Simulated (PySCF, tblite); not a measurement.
# BH₁₁O₃Si₄, a small molecule taken as a stand-in for a surface group (silica-backed Si): NMR shifts, core binding energies and electronic excitations

Aim: the NMR shifts, core binding energies and electronic excitations of `B[Si](O[SiH3])(O[SiH3])O[SiH3]`.

Programs: tblite 0.8.0 and PySCF 2.14.0. All values are calculated, for the isolated system unless a continuum is named. Atoms count from 0, parts from 1.

## 1. Starting point

19 atoms, charge 0, multiplicity 1; geometry: distance geometry start.

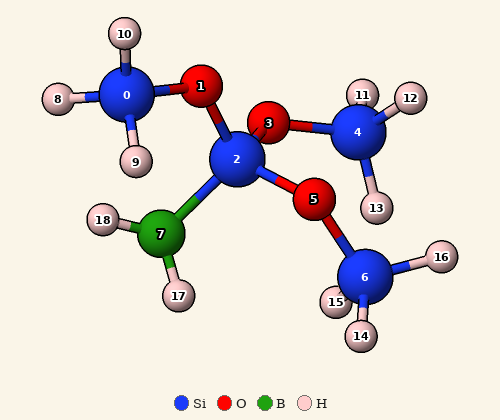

The starting geometry (silicon blue, oxygen red, boron green, hydrogen pink), atoms numbered.

## 2. Geometry optimisation with GFN2-xTB

What the job is given:

```
{"job": {"kind": "relax", "xc": "GFN2-xTB", "basis": "xTB"}, "charge": 0, "multiplicity": 1}
Si     0.181520     2.692780    -1.998488
O      0.625937     1.182290    -1.197173
Si    -0.510606    -0.063251    -0.658920
O      0.244632    -1.652641    -0.816915
Si     0.441890    -2.816184     0.470340
O     -0.887288     0.211364     1.048241
Si    -2.037616    -0.728760     1.994100
B     -2.127665     0.022527    -1.715994
H     -0.189892     2.449448    -3.336893
H     -0.944163     3.292823    -1.309815
H      1.245076     3.607822    -1.971666
H      1.096999    -3.976037    -0.035955
H      1.259720    -2.242220     1.503285
H     -0.808078    -3.175383     1.014786
H     -3.086191     0.094196     2.474705
H     -2.610781    -1.766771     1.181948
H     -1.372100    -1.336429     3.102941
H     -3.139502    -0.017526    -1.134229
H     -2.119154     0.762441    -2.591831
```

Level: GFN2-xTB geometry optimisation, gas phase.

Run with:

```sh
OMP_NUM_THREADS=1 python cluster_run.py task.json out
```

The driver reads the jobs from task.json and runs them one after another.

The program printed:

```text
step      E/eV     max force
  0    -712.76843    3.197
  1    -713.43282    1.895
  2    -713.85232    1.210
  3    -713.96751    0.838
  4    -714.11706    1.007
  5    -714.18595    0.947
  6    -714.30247    0.716
  7    -714.34908    0.646
  8    -714.44048    0.816
  9    -714.50175    0.867
 10    -714.55177    0.656
 11    -714.58768    0.501
 12    -714.62649    0.499
 13    -714.66376    0.485
 14    -714.68775    0.404
 15    -714.69987    0.308
 16    -714.71267    0.366
 17    -714.73100    0.291
 18    -714.75042    0.303
 19    -714.76712    0.262
 20    -714.77849    0.239
 21    -714.78651    0.222
 22    -714.79486    0.182
 23    -714.80601    0.220
 24    -714.82144    0.315
 25    -714.84105    0.359
 26    -714.85985    0.310
 27    -714.87137    0.215
 28    -714.87810    0.188
 29    -714.88535    0.225
 30    -714.89651    0.288
 31    -714.91087    0.316
 32    -714.92253    0.238
 33    -714.92973    0.172
 34    -714.93509    0.151
 35    -714.93992    0.187
 36    -714.94699    0.248
 37    -714.95522    0.242
 38    -714.96148    0.181
 39    -714.96428    0.197
 40    -714.96724    0.103
 41    -714.96868    0.105
 42    -714.97077    0.111
 43    -714.97310    0.120
 44    -714.97581    0.107
 45    -714.97795    0.081
 46    -714.97950    0.070
 47    -714.98055    0.074
 48    -714.98148    0.081
 49    -714.98241    0.065
 50    -714.98325    0.064
 51    -714.98392    0.079
 52    -714.98440    0.047
 53    -714.98485    0.048
 54    -714.98537    0.048
 55    -714.98596    0.069
 56    -714.98659    0.060
 57    -714.98709    0.046
 58    -714.98753    0.056
 59    -714.98805    0.061
 60    -714.98872    0.086
 61    -714.98944    0.069
 62    -714.99008    0.074
 63    -714.99044    0.065
 64    -714.99088    0.057
 65    -714.99126    0.052
 66    -714.99214    0.055
 67    -714.99277    0.061
 68    -714.99365    0.065
 69    -714.99427    0.055
 70    -714.99479    0.060
 71    -714.99507    0.126
 72    -714.99605    0.087
 73    -714.99800    0.105
 74    -715.00279    0.155
 75    -715.00513    0.126
 76    -715.00671    0.141
 77    -715.00752    0.278
 78    -715.01073    0.219
 79    -715.01369    0.119
 80    -715.01704    0.106
 81    -715.02259    0.108
 82    -715.02383    0.088
 83    -715.02544    0.093
 84    -715.02691    0.095
 85    -715.02826    0.083
 86    -715.02958    0.078
 87    -715.03078    0.082
 88    -715.03202    0.084
 89    -715.03307    0.099
 90    -715.03400    0.079
 91    -715.03469    0.078
 92    -715.03533    0.076
 93    -715.03620    0.080
 94    -715.03730    0.087
 95    -715.03835    0.085
 96    -715.03916    0.082
 97    -715.03981    0.061
 98    -715.04048    0.073
 99    -715.04133    0.075
100    -715.04231    0.059
101    -715.04337    0.081
102    -715.04467    0.091
103    -715.04656    0.118
104    -715.04846    0.090
105    -715.04972    0.069
106    -715.05035    0.080
107    -715.05078    0.051
108    -715.05142    0.056
109    -715.05240    0.074
110    -715.05374    0.110
111    -715.05497    0.101
112    -715.05595    0.061
113    -715.05682    0.061
114    -715.05762    0.082
115    -715.05853    0.108
116    -715.05948    0.109
117    -715.06058    0.118
118    -715.06185    0.096
119    -715.06326    0.057
120    -715.06381    0.063
121    -715.06477    0.065
122    -715.06554    0.071
123    -715.06646    0.078
124    -715.06734    0.076
125    -715.06848    0.096
126    -715.06980    0.092
127    -715.07152    0.081
128    -715.07285    0.082
129    -715.07397    0.080
130    -715.07506    0.099
131    -715.07636    0.109
132    -715.07796    0.106
133    -715.07985    0.130
134    -715.08179    0.086
135    -715.08350    0.085
136    -715.08482    0.081
137    -715.08585    0.065
138    -715.08667    0.057
139    -715.08744    0.061
140    -715.08833    0.088
141    -715.08916    0.081
142    -715.08985    0.050
143    -715.09028    0.041
144    -715.09052    0.033
145    -715.09070    0.037
146    -715.09084    0.028
147    -715.09096    0.026
148    -715.09105    0.023
149    -715.09113    0.029
150    -715.09123    0.030
151    -715.09134    0.036
152    -715.09146    0.034
153    -715.09159    0.029
154    -715.09177    0.039
155    -715.09208    0.047
156    -715.09260    0.056
157    -715.09330    0.063
158    -715.09399    0.057
159    -715.09446    0.054
160    -715.09485    0.055
161    -715.09529    0.067
162    -715.09592    0.067
163    -715.09667    0.095
164    -715.09771    0.081
165    -715.09879    0.089
166    -715.09990    0.075
167    -715.10109    0.107
168    -715.10211    0.109
169    -715.10310    0.106
170    -715.10431    0.065
171    -715.10600    0.075
172    -715.10677    0.078
173    -715.10817    0.073
174    -715.10929    0.078
175    -715.11059    0.081
176    -715.11206    0.082
177    -715.11326    0.077
178    -715.11444    0.081
179    -715.11548    0.072
180    -715.11643    0.062
181    -715.11710    0.064
182    -715.11770    0.045
183    -715.11819    0.044
184    -715.11856    0.045
185    -715.11884    0.054
186    -715.11912    0.039
187    -715.11947    0.036
188    -715.11985    0.033
189    -715.12019    0.056
190    -715.12046    0.062
191    -715.12066    0.046
192    -715.12081    0.023
193    -715.12092    0.021
194    -715.12102    0.026
195    -715.12115    0.031
196    -715.12131    0.038
197    -715.12147    0.037
198    -715.12158    0.026
199    -715.12164    0.019
200    -715.12169    0.016
201    -715.12169    0.016
202    -715.12495    0.051
203    -715.12566    0.092
204    -715.12590    0.055
205    -715.12630    0.029
206    -715.12637    0.021
207    -715.12643    0.015
208    -715.12650    0.020
209    -715.12652    0.011
210    -715.12654    0.005
```

Wall time 13 s (1 thread of Arm Neoverse V1, shared host).

Step by step:

```
step  energy from step 0 (eV)  largest force (eV/Å)
   0                   0.0000                3.1970
   8                  -1.6721                0.8160
  16                  -1.9442                0.3667
  24                  -2.0530                0.3144
  32                  -2.1541                0.2383
  40                  -2.1988                0.1029
  48                  -2.2131                0.0814
  56                  -2.2182                0.0599
  64                  -2.2224                0.0570
  72                  -2.2276                0.0872
  80                  -2.2486                0.1059
  88                  -2.2636                0.0845
  96                  -2.2707                0.0821
 104                  -2.2800                0.0904
 112                  -2.2875                0.0611
 120                  -2.2954                0.0633
 128                  -2.3044                0.0822
 136                  -2.3164                0.0815
 144                  -2.3221                0.0329
 152                  -2.3230                0.0338
 160                  -2.3264                0.0541
 168                  -2.3337                0.1083
 176                  -2.3436                0.0818
 184                  -2.3501                0.0450
 192                  -2.3524                0.0228
 200                  -2.3533                0.0157
 208                  -2.3581                0.0204
 210                  -2.3581                0.0054
```

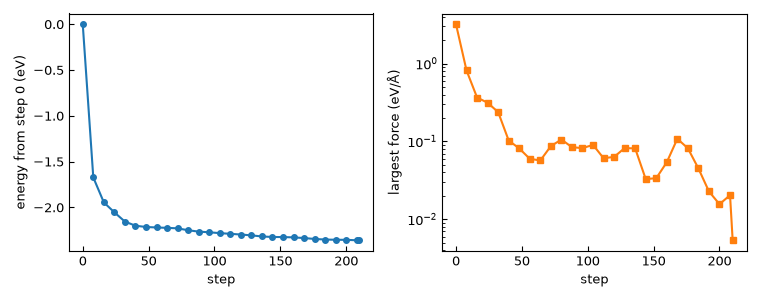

Energy and force, step by step.

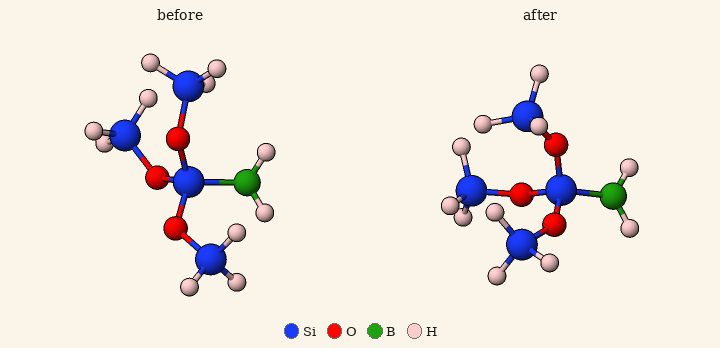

The geometry before (left) and after (right).

Distances of close pairs at the start and the end, largest changes first:

```csv
bond,before (Å),after (Å),change (Å)
Si0–O1,1.767,1.618,-0.149
O5–Si6,1.761,1.618,-0.143
O1–Si2,1.770,1.631,-0.139
Si2–O5,1.770,1.631,-0.138
Si2–O3,1.767,1.633,-0.134
O3–Si4,1.746,1.618,-0.128
Si0–H10,1.403,1.465,+0.062
Si4–H13,1.410,1.464,+0.054
```

## 3. Optimising the geometry at PBE0-D3(BJ)/def2-SVP

What the job is given:

```
{"job": {"xc": "PBE0", "basis": "def2-SVP", "d3": "d3bj", "grid": 2, "kind": "geom", "shake": 0.01}, "charge": 0, "multiplicity": 1}
Si     1.223203     2.162299    -0.479800
O     -0.050076     1.269608    -0.962611
Si    -0.845559    -0.147986    -0.780854
O      0.346497    -1.312310    -0.835942
Si     1.627358    -1.932642    -0.127799
O     -1.404753    -0.126040     0.751960
Si    -1.036504     0.108455     2.314532
B     -2.178493    -0.454650    -2.110181
H      2.381513     1.775974    -1.223952
H      0.759911     3.535078    -0.824873
H      1.431287     2.044623     0.963944
H      2.267222    -2.671050    -1.198708
H      2.467387    -0.848442     0.381578
H      1.173816    -2.794862     0.981201
H     -1.165971     1.534042     2.586452
H     -2.074778    -0.656410     3.008259
H      0.305416    -0.355659     2.625571
H     -3.117011    -1.143966    -1.876593
H     -2.131387     0.011751    -3.163976
```

The program printed:

```text
step   0  E = -1413.96141351  max force = 0.051657
step   1  E = -1413.98111703  max force = 0.015302
step   2  E = -1413.98270068  max force = 0.004059
step   3  E = -1413.98277358  max force = 0.001143
step   4  E = -1413.98279633  max force = 0.000817
step   5  E = -1413.98280772  max force = 0.001208
step   6  E = -1413.98281260  max force = 0.001086
step   7  E = -1413.98281566  max force = 0.000594
step   8  E = -1413.98282609  max force = 0.000556
step   9  E = -1413.98284017  max force = 0.000623
step  10  E = -1413.98285217  max force = 0.000896
step  11  E = -1413.98285950  max force = 0.000847
step  12  E = -1413.98286520  max force = 0.000597
step  13  E = -1413.98286989  max force = 0.000360
optimisation converged
```

Run time: 5.6 min. Hardware: 1 thread of Arm Neoverse V1, shared host; peak memory 1.1 GiB.

Step by step:

```csv
step,energy from step 0 (eV),largest force component (eV/Å)
0,0.0000,2.6563
1,-0.5362,0.7869
2,-0.5793,0.2087
3,-0.5812,0.0588
4,-0.5819,0.0420
5,-0.5822,0.0621
6,-0.5823,0.0558
7,-0.5824,0.0305
8,-0.5827,0.0286
9,-0.5830,0.0320
10,-0.5834,0.0461
11,-0.5836,0.0436
12,-0.5837,0.0307
13,-0.5839,0.0185
```

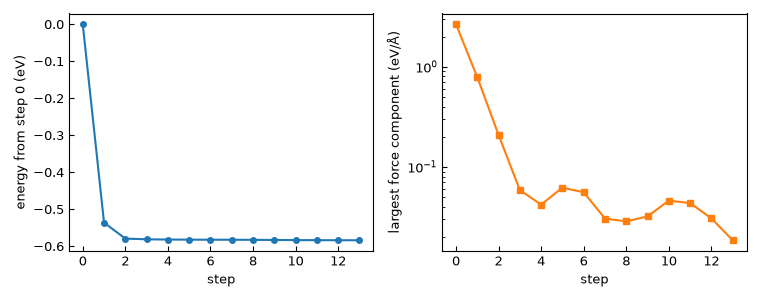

Energy and largest force along the relaxation.

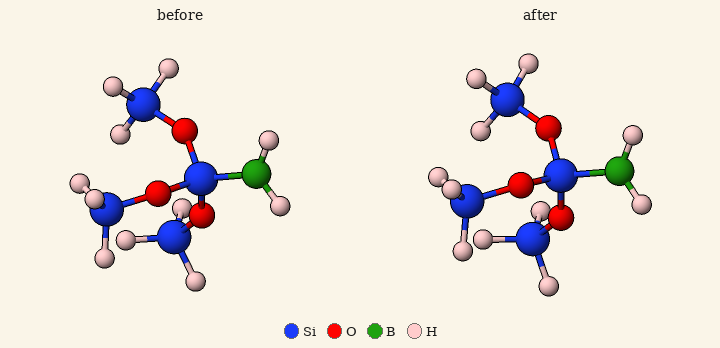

Before and after, at one scale.

Close pairs (by a distance rule), those that changed most:

```csv
bond,before (Å),after (Å),change (Å)
Si2–B7,1.907,1.999,+0.092
O3–Si4,1.590,1.663,+0.073
Si0–H8,1.430,1.493,+0.063
B7–H18,1.153,1.207,+0.054
Si6–H16,1.454,1.496,+0.042
Si4–H11,1.450,1.489,+0.040
O5–Si6,1.622,1.661,+0.038
Si6–H14,1.457,1.493,+0.036
```

The end geometry stands in the next job.

```
                         at the end point                value
  point group (found at 0.08 Å tolerance)                   C1
rotational constants (GHz, main isotopes)  0.831, 0.816, 0.704
                        dipole moment (D)                 0.65
```

## 4. NMR shieldings: PBE0/pcSseg-1

What the job is given:

```
{"job": {"kind": "nmr", "xc": "PBE0", "basis": "pcSseg-1"}, "charge": 0, "multiplicity": 1}
Si     1.100630     2.333523    -0.403793
O     -0.181547     1.382924    -0.858588
Si    -0.844216    -0.128086    -0.743040
O      0.336900    -1.255596    -1.017546
Si     1.691226    -1.942559    -0.340567
O     -1.415213    -0.313298     0.798730
Si    -1.038223    -0.043909     2.393386
B     -2.265835    -0.441203    -2.112905
H      2.310274     1.992122    -1.209525
H      0.736235     3.759927    -0.629198
H      1.408543     2.121589     1.044746
H      2.437511    -2.664325    -1.408188
H      2.562062    -0.877377     0.246094
H      1.304059    -2.900736     0.736542
H     -1.185927     1.404272     2.725277
H     -1.962922    -0.847367     3.240228
H      0.373122    -0.460831     2.662493
H     -3.159661    -1.225946    -1.907142
H     -2.227929     0.104964    -3.188784
```

With the program's defaults for keys left out, this is: GIAO PBE0/pcSseg-1 NMR shielding, non-relativistic, gas phase.

The program printed:

```text
coarse grid: 17664 points
cycle   1  E = -1414.1414036176  dE =  4.827e-01  |g| = 1.201e+00  |ddm| = 3.991e+00
cycle   2  E = -1413.6803987844  dE =  4.610e-01  |g| = 1.952e+00  |ddm| = 2.369e+00
cycle   3  E = -1414.3875678903  dE = -7.072e-01  |g| = 1.025e-01  |ddm| = 1.723e+00
cycle   4  E = -1414.3898785133  dE = -2.311e-03  |g| = 3.732e-02  |ddm| = 1.645e-01
cycle   5  E = -1414.3901429365  dE = -2.644e-04  |g| = 1.454e-02  |ddm| = 4.367e-02
cycle   6  E = -1414.3901789233  dE = -3.599e-05  |g| = 3.145e-03  |ddm| = 1.191e-02
cycle   7  E = -1414.3901807390  dE = -1.816e-06  |g| = 5.876e-04  |ddm| = 2.950e-03
final grid: 151632 points
cycle   8  E = -1414.4642757332  dE = -1.444e-05  |g| = 1.053e-02  |ddm| = 2.015e-02
cycle   9  E = -1414.4642503889  dE =  2.534e-05  |g| = 1.599e-02  |ddm| = 1.721e-02
cycle  10  E = -1414.4642943864  dE = -4.400e-05  |g| = 5.962e-04  |ddm| = 1.083e-02
cycle  11  E = -1414.4642944732  dE = -8.677e-08  |g| = 8.501e-05  |ddm| = 6.874e-04
cycle  12  E = -1414.4642944753  dE = -2.149e-09  |g| = 3.656e-05  |ddm| = 1.210e-04
cycle  13  E = -1414.4642944755  dE = -2.051e-10  |g| = 1.651e-05  |ddm| = 3.579e-05
converged SCF energy = -1414.4642944755

GIAO shielding tensors (ppm)
atom      isotropic    diamagn.    paramagn.     s11        s22        s33       span
  0 Si     391.278     879.833    -488.555    348.423    362.043    463.368    114.945
  1 O      274.056     403.402    -129.345    238.950    281.716    301.503     62.554
  2 Si     415.258     881.706    -466.449    362.449    435.805    447.519     85.070
  3 O      275.859     403.716    -127.857    240.689    286.674    300.214     59.525
  4 Si     390.423     880.020    -489.596    348.044    360.789    462.437    114.393
  5 O      272.253     403.282    -131.029    234.494    273.176    309.089     74.595
  6 Si     391.047     879.892    -488.845    348.744    362.045    462.351    113.607
  7 B       -7.352     200.816    -208.168   -101.050    -63.128    142.123    243.173
  8 H       25.980      29.833      -3.853     22.875     24.449     30.616      7.740
  9 H       26.187      28.488      -2.301     22.978     24.088     31.496      8.518
 10 H       25.897      31.504      -5.607     22.435     25.571     29.684      7.249
 11 H       26.320      28.566      -2.246     23.042     24.262     31.658      8.616
 12 H       25.959      31.643      -5.684     22.650     25.474     29.751      7.101
 13 H       26.080      29.921      -3.841     22.794     24.693     30.752      7.958
 14 H       26.048      29.826      -3.779     22.751     24.712     30.679      7.928
 15 H       26.184      28.515      -2.331     22.818     24.229     31.506      8.689
 16 H       25.907      31.587      -5.680     22.665     25.375     29.681      7.016
 17 H       22.026      29.300      -7.273     11.081     27.259     27.739     16.658
 18 H       22.021      29.295      -7.275     11.107     27.242     27.713     16.606
```

Run time: 40 s. Hardware: 1 thread of Arm Neoverse V1, shared host; peak memory 1.5 GiB.

The references, computed at this level on geometries of the same kind, shield at (ppm): $^{1}$H TMS 31.27, $^{29}$Si TMS 352.0, $^{17}$O H2O 334.6, $^{11}$B BF3·OEt2 100.7. Their shielding less the atom's gives the shift. The references are single molecules in the gas phase, so shifts against H2O, NH3, PH3, H3PO4 or CFCl3 are not on the usual liquid scales and can be off by tens of ppm.

| atoms | environment | σ (ppm) | δ (ppm) |
| --- | --- | --- | --- |
| H18 | hydrogen on a boron bonded to Si | 22.02 | 9.25 |
| H17 | hydrogen on a boron bonded to Si | 22.03 | 9.24 |
| H10 | hydrogen on a silicon bonded to O | 25.90 | 5.37 |
| H16 | hydrogen on a silicon bonded to O | 25.91 | 5.36 |
| H12 | hydrogen on a silicon bonded to O | 25.96 | 5.31 |
| H8 | hydrogen on a silicon bonded to O | 25.98 | 5.29 |
| H14 | hydrogen on a silicon bonded to O | 26.05 | 5.22 |
| H13 | hydrogen on a silicon bonded to O | 26.08 | 5.19 |
| H15 | hydrogen on a silicon bonded to O | 26.18 | 5.08 |
| H9 | hydrogen on a silicon bonded to O | 26.19 | 5.08 |
| H11 | hydrogen on a silicon bonded to O | 26.32 | 4.95 |
| Si4 | silicon bonded to O, 3 H | 390.4 | -38.4 |
| Si6 | silicon bonded to O, 3 H | 391.0 | -39.1 |
| Si0 | silicon bonded to O, 3 H | 391.3 | -39.3 |
| Si2 | silicon bonded to B, 3 O | 415.3 | -63.3 |
| O5 | oxygen bonded to 2 Si | 272.3 | 62.3 |
| O1 | oxygen bonded to 2 Si | 274.1 | 60.5 |
| O3 | oxygen bonded to 2 Si | 275.9 | 58.7 |
| B7 | boron bonded to Si, 2 H | -7.4 | 108.1 |

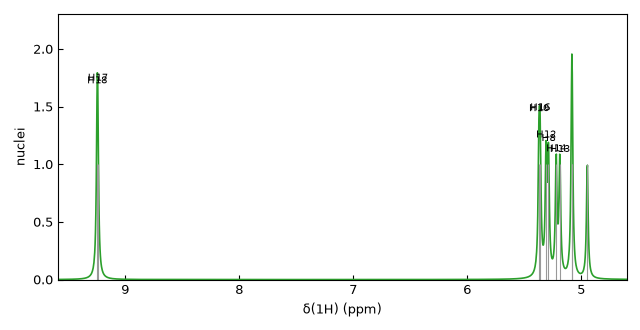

$^{1}$H lines at the computed shifts, without couplings. Lines are broadened to a width of 0.02 ppm (Lorentzian).

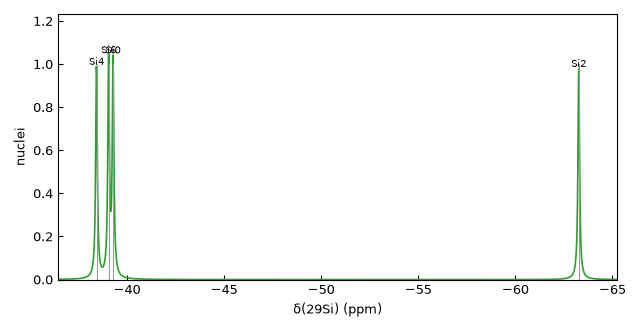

$^{29}$Si lines at the computed shifts, without couplings. Lines are broadened to a width of 0.10 ppm (Lorentzian).

Charges from the same density, by scheme (e):

```csv
atoms,Mulliken,IAO,Hirshfeld,ESP fit
Si0,0.68,0.85,0.39,0.53
O1,-0.77,-0.87,-0.31,-0.50
Si2,1.41,1.45,0.47,0.81
O3,-0.77,-0.87,-0.31,-0.51
Si4,0.68,0.84,0.39,0.57
O5,-0.77,-0.87,-0.31,-0.54
Si6,0.68,0.85,0.38,0.59
B7,-0.26,-0.22,0.11,0.25
```

Mulliken charges:

Si0 0.68; O1 -0.77; Si2 1.41; O3 -0.77; Si4 0.68; O5 -0.77; Si6 0.68; B7 -0.26; H8 -0.10; H9 -0.11; H10 -0.11; H11 -0.11; H12 -0.11; H13 -0.10; H14 -0.10; H15 -0.10; H16 -0.11; H17 0.04; H18 0.04

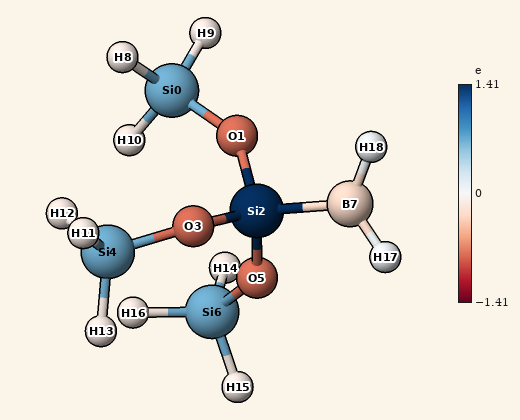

Mulliken charges, as colours on the atoms.

Mayer bond orders: Si0–O1 0.91, O1–Si2 0.89, Si2–O3 0.91, O3–Si4 0.90, Si2–O5 0.89, O5–Si6 0.91, Si2–B7 0.92.

(Part 1 of 2 ends here.)
